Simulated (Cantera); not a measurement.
Charge: 1 mol MgO, 7.9 mol HBr, 6.2 mol O2, equilibrated at 0.000800 bar.

These are equilibrium values from Cantera (NASA tables, ideal gas, pure condensed phases), not measurements of a reactor. Candidate condensed phases: Br2, H2O, Mg, MgBr2, MgO, Mg(OH)2; 20 gas species. Equilibrium is a limit: real reactors are often held back by kinetics, nucleation or transport.

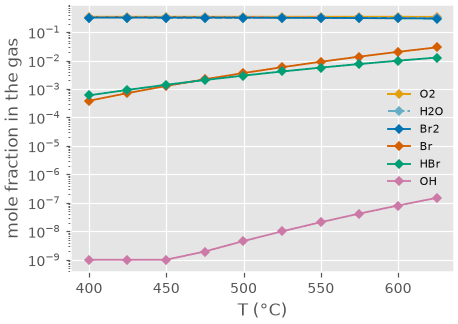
*Equilibrium gas composition (values under 1e-9 drawn at 1e-9)*

Question: Read off the mole fractions at 475 °C.

Answer: O2 about 0.35, H2O about 0.32, Br2 about 0.32, Br about 0.0022, HBr about 0.0021.
